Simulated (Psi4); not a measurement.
**InHF2 (SMILES [F][InH][F]) at B3LYP/def2-TZVP (core potential)**

What is the vertical ionisation energy of InHF2 at B3LYP/def2-TZVP (core potential)? 

The results are computed with Psi4 1.11.

2 further runs of the same task are left out: 2 set aside as unsound or not needed. Runs told in other sessions of the task aren't counted.

## 1. The molecule

The species is InHF2 (4 atoms), meant as a singlet with charge 0. SMILES: `[F][InH][F]`. Geometry: relaxed at PBE0-D4/def2-TZVP.

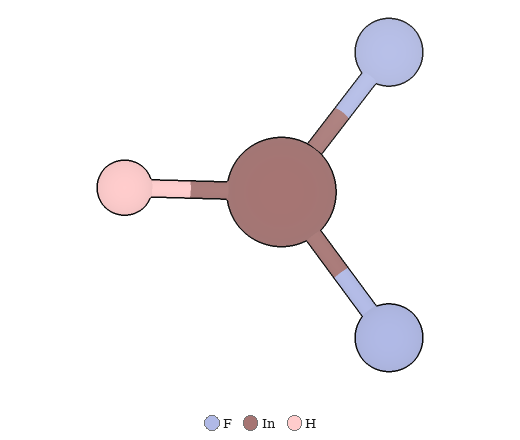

Viewed from a chosen angle; fluorine light blue, indium brown, hydrogen pink.

## 2. Energy and gradient at B3LYP/def2-TZVP (core potential)

The input, calc.inp:

```
memory 2.2 GB

molecule {
  0 1
  F     -1.694300    -0.668800     0.241700
  In     0.043800     0.113800    -0.088400
  F      1.340800    -1.004700     0.811200
  H      0.365400     1.499400    -0.984800
  symmetry c1
}

set basis def2-TZVP
set puream true
set e_convergence 1e-09
set d_convergence 1e-08
set scf_type pk
set dft_radial_points 99
set dft_spherical_points 590

energy_value = gradient("b3lyp")
print_variables()
```

Launch:

```sh
$ psi4 -i calc.inp -o calc.out -n 1
```

calc.out:

```text
[...]
    !!!  WARNING: ECP capability is in beta. Please check occupations closely.  !!!
[...]
  Running in c1 symmetry.
[...]
  Nuclear repulsion =  126.753633381027427
[...]
  Multiplicity = 1
[...]
  Nalpha       = 20
  Nbeta        = 20
[...]
    Number of basis functions: 118
[...]
   @RKS iter   1:  -390.38899893150148   -1.14865e+00   7.27089e-03 ADIIS/DIIS
[...]
   @RKS iter  11:  -390.63117243584554   -1.15392e-11   6.91896e-09 DIIS
[...]
    Orbital Energies [Eh]
    ---------------------
    Doubly Occupied:
       1A    -24.629453     2A    -24.629444     3A     -4.715070
       4A     -3.125552     5A     -3.113346     6A     -3.113265
       7A     -1.119754     8A     -1.118540     9A     -0.812605
      10A     -0.808217    11A     -0.807667    12A     -0.803001
      13A     -0.794282    14A     -0.474712    15A     -0.400800
      16A     -0.398355    17A     -0.387003    18A     -0.374969
      19A     -0.369665    20A     -0.357464
[...]
  @RKS Final Energy:  -390.63117243584554
   => Energetics <=
    Nuclear Repulsion Energy =            126.7536333810274272
    One-Electron Energy =                -868.0723907976987448
    Two-Electron Energy =                 381.5948304520965166
    DFT Exchange-Correlation Energy =     -30.9072454712707021
    Empirical Dispersion Energy =           0.0000000000000000
    VV10 Nonlocal Energy =                  0.0000000000000000
    Total Energy =                       -390.6311724358455422
[...]
 Multipole Moments:
 ------------------------------------------------------------------------------------
     Multipole            Electronic (a.u.)      Nuclear  (a.u.)        Total (a.u.)
 ------------------------------------------------------------------------------------
 L = 1.  Multiply by 2.5417464519 to convert [e a0] to [Debye]
 Dipole X            :          3.2029943           -2.9377079            0.2652864
 Dipole Y            :         13.8055731          -12.6618980            1.1436751
 Dipole Z            :         -8.9296891            8.1899711           -0.7397179
 Magnitude           :                                                    1.3876427
[...]
  -Total Gradient:
     Atom            X                  Y                   Z
    ------   -----------------  -----------------  -----------------
       1        0.005454801864     0.002567444530    -0.001112160419
       2       -0.001195850714    -0.005111242916     0.003308902773
       3       -0.004012161390     0.003610075871    -0.002885093066
       4       -0.000257769003    -0.001113552288     0.000718845917
[...]
```

Wall time 30 s (1 thread of AMD EPYC 7R43 (Zen 3), shared host); peak memory 0.68 GiB.

## 3. The doublet cation: a single-point energy at UB3LYP/def2-TZVP (core potential)

The input, f2hin.py:

```python
import psi4

psi4.set_memory(2200000000)
psi4.set_num_threads(1)
psi4.set_output_file('psi4.out', False)

geom = psi4.geometry("""
1 2
F     -1.694300    -0.668800     0.241700
In     0.043800     0.113800    -0.088400
F      1.340800    -1.004700     0.811200
H      0.365400     1.499400    -0.984800
symmetry c1
no_reorient
no_com
""")

options = {'basis': 'def2-TZVP', 'reference': 'uks', 'puream': True, 'e_convergence': 1e-09, 'd_convergence': 1e-08, 'scf_type': 'pk', 'dft_radial_points': 99, 'dft_spherical_points': 590, 'maxiter': 100}
psi4.set_options(options)

e_tot, wfn = psi4.energy('b3lyp', molecule=geom, return_wfn=True)
psi4.oeprop(wfn, 'QUADRUPOLE', 'WIBERG_LOWDIN_INDICES', 'LOWDIN_CHARGES')
print(f'total energy {e_tot:.8f} hartree = {e_tot * 27.211386:.5f} eV')
```

Launch:

```sh
$ python f2hin.py
```

psi4.out:

```text
[...]
    !!!  WARNING: ECP capability is in beta. Please check occupations closely.  !!!
[...]
  Running in c1 symmetry.
[...]
  Nuclear repulsion =  126.753633381027427
[...]
  Multiplicity = 2
[...]
  Nalpha       = 20
  Nbeta        = 19
[...]
    Number of basis functions: 118
[...]
   @UKS iter   1:  -389.94250017356961   -6.79389e-01   6.56127e-03 ADIIS/DIIS
[...]
   @UKS iter  20:  -390.17750497534206    1.19371e-12   3.97153e-09 DIIS
[...]
   @S^2 Observed:                7.682142057E-01
[...]
    Orbital Energies [Eh]
    ---------------------
    Alpha Occupied:
       1A    -24.942207     2A    -24.942195     3A     -4.996966
       4A     -3.402975     5A     -3.398161     6A     -3.395898
       7A     -1.420267     8A     -1.419230     9A     -1.094780
      10A     -1.086039    11A     -1.084693    12A     -1.083407
      13A     -1.077422    14A     -0.760354    15A     -0.707580
      16A     -0.690987    17A     -0.669203    18A     -0.665800
      19A     -0.659816    20A     -0.659776
    Alpha Virtual:
      21A     -0.339880    22A     -0.301430    23A     -0.226671
      24A     -0.126449    25A     -0.109712    26A     -0.077197
[...]
  @UKS Final Energy:  -390.17750497534206
   => Energetics <=
    Nuclear Repulsion Energy =            126.7536333810274272
    One-Electron Energy =                -856.7163494407611779
    Two-Electron Energy =                 370.3852163533748580
    DFT Exchange-Correlation Energy =     -30.6000052689831499
    Empirical Dispersion Energy =           0.0000000000000000
    VV10 Nonlocal Energy =                  0.0000000000000000
    Total Energy =                       -390.1775049753420603
  UHF NO Occupations:
  HONO-2 :   18  A 1.9976280
  HONO-1 :   19  A 1.9935129
[...]
 Multipole Moments:
 ------------------------------------------------------------------------------------
     Multipole            Electronic (a.u.)      Nuclear  (a.u.)        Total (a.u.)
 ------------------------------------------------------------------------------------
 L = 1.  Multiply by 2.5417464519 to convert [e a0] to [Debye]
 Dipole X            :          3.8672730           -3.5834877            0.2837854
 Dipole Y            :         22.1936618          -21.1125872            1.0810746
 Dipole Z            :        -13.2653571           12.5381439           -0.7272132
 Magnitude           :                                                    1.3334525
 L = 2.  Multiply by 1.3450342976 to convert [e a0^2] to [Debye ang]
 Quadrupole XX       :       -174.1158091          150.6610060          -23.4548031
 Quadrupole XY       :          5.0521552           -4.5460772            0.5060780
[...]
```

On the terminal:

```text
total energy -390.17750498 hartree = -10617.27070 eV
```

It took 38 s on 1 thread of AMD EPYC 7R43 (Zen 3), shared host; peak memory 0.68 GiB.

## 4. Results

At B3LYP/def2-TZVP (core potential):

| quantity | value |
| --- | --- |
| singlet InHF2: total energy | -390.63117 Eh |
| singlet InHF2: dipole moment | 3.53 D |
| singlet InHF2: HOMO energy | -9.73 eV |
| singlet InHF2: LUMO energy | -2.25 eV |
| singlet InHF2: HOMO–LUMO gap | 7.48 eV |
| singlet InHF2: largest force on an atom | 0.319 eV/Å |
| doublet cation: total energy | -390.17750 Eh |
| doublet cation: HOMO energy (highest over α and β) | -16.84 eV |
| doublet cation: LUMO energy (lowest over α and β) | -14.98 eV |
| doublet cation: ⟨S²⟩ | 0.768 |
| vertical ionisation energy (to the doublet cation) | 12.345 eV |

What this shows: Removing an electron at fixed nuclei costs 12.34 eV (1191 kJ/mol). The largest force (singlet InHF2) is 0.32 eV/Å: the shape isn't a stationary point for this species at this level. The negative HOMO energy of the first species, 9.73 eV, lies 2.62 eV below that difference.
